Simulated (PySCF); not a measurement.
**C6H10F2Si (SMILES C/C=C1\C[SiH2][C@H]1C(F)F): density, localisation and related maps**

```
atom    x (Å)    y (Å)    z (Å)
   C   2.6905   0.6608   0.0356
   C   1.3128   0.6862  -0.5423
   C   0.3152  -0.0940  -0.1665
   C   0.2826  -1.1885   0.8772
  Si  -1.5092  -1.6464   0.3760
   C  -1.0999  -0.1069  -0.7128
   C  -1.8609   1.1409  -0.3405
   F  -1.9500   1.2753   1.0104
   F  -3.1469   1.0811  -0.7830
   H   2.7500  -0.0242   0.8765
   H   2.9729   1.6579   0.3719
   H   3.4108   0.3512  -0.7218
   H   1.1524   1.4092  -1.3336
   H   1.0568  -1.9405   0.7320
   H   0.3996  -0.7937   1.8862
   H  -2.5531  -1.4694   1.3752
   H  -1.6627  -2.8634  -0.4195
   H  -1.1472  -0.2013  -1.7990
   H  -1.4236   2.0750  -0.7295
```

Geometry: GFN2-xTB.

Method: PySCF 2.14.0, PBE0/pcSseg-1, SCF density, gas phase, non-relativistic.

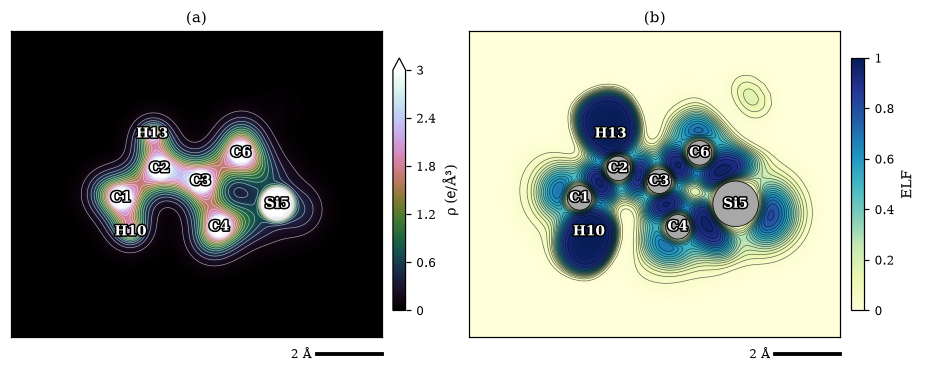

Figure 1. (a) electron density; (b) electron localisation function on the plane of atoms C3, C2 and H13. Grey discs cover the atomic cores in the ELF map.

What does the map show?

The section cuts through C, Si and H sites. C–C (1.32 Å): ρ is about 2.3 e/Å³ halfway; the ELF peaks at about 0.90 between the atoms (a short, multiple covalent bond). C–Si (1.92 Å): ρ is about 0.89 e/Å³ halfway; the ELF peaks at about 0.95 between the atoms (a shared electron pair). C–H (1.08 Å): ρ at the midpoint is about 2 e/Å³; the ELF climbs to about 1 towards the hydrogen, as it does in any bond to H (an ordinary covalent bond to hydrogen). C–C (1.49 Å): ρ at the midpoint is about 1.7 e/Å³; the ELF peaks at about 0.95 between the atoms, as expected for localised, covalent bonding.

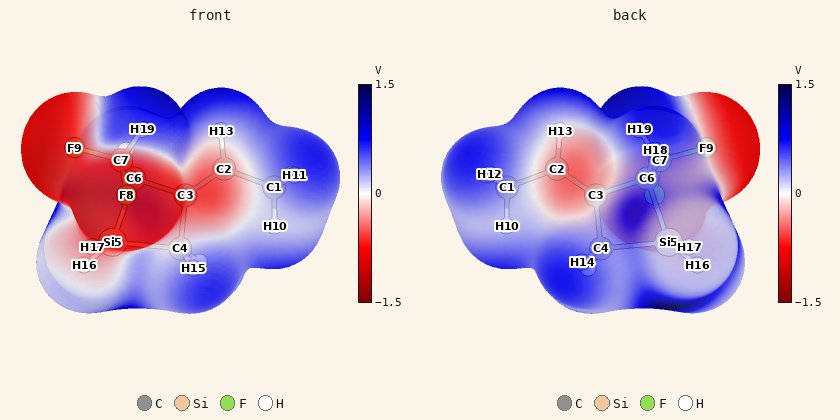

Figure 2. The molecular electrostatic potential painted on the density surface at 0.002 e/bohr³, seen from the front and from behind; red is negative and blue positive.

Which sites attract a positive test charge, and which a negative one?

A positive charge is drawn to the negative regions and a negative charge to the positive ones. The most negative region (about −1.0 V) lies over F8 and F9, the most positive (about +1.3 V) over Si5.
